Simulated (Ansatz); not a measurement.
```
atom    x (Å)    y (Å)    z (Å)
   C  -2.0479   0.3871   0.4781
   C  -0.9077   0.0490  -0.1275
   O   0.2968   0.1552   0.5156
  Si   1.7145  -0.2668  -0.2418
  Cl   3.2214   0.0603   1.1008
   H  -2.0489   0.7559   1.4989
   H  -3.0004   0.3021  -0.0333
   H  -0.8914  -0.3205  -1.1459
   H   1.7119  -1.7061  -0.6089
   H   1.9517   0.5840  -1.4360
```

Not at a stationary point (largest force 1.2 eV/Å).

These are results of SCF blyp, Gaussian basis in Ansatz, not measurements.

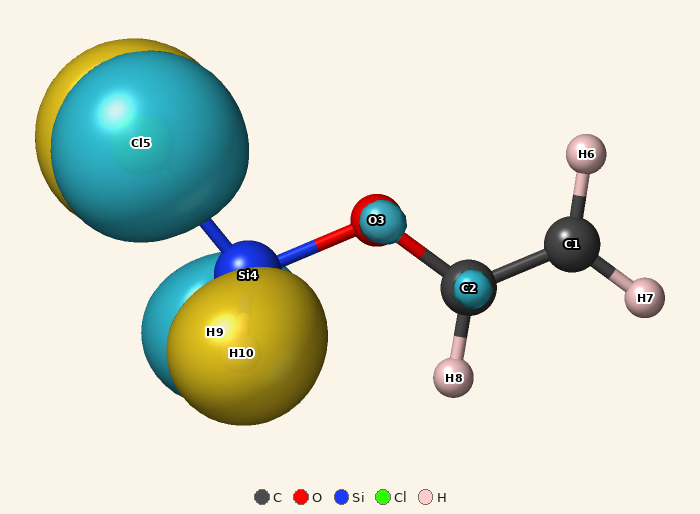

C2H5ClOSi. The HOMO−1 at ±0.1 Å⁻³ᐟ² (yellow and cyan are the two phases), seen at an oblique angle.

> Describe this orbital and give its energy.

It lies mainly on Cl5 (about 65 %), Si4 (about 15 %), H9 (about 10 %) and H10 (about 10 %). Its energy is −7.42 eV.
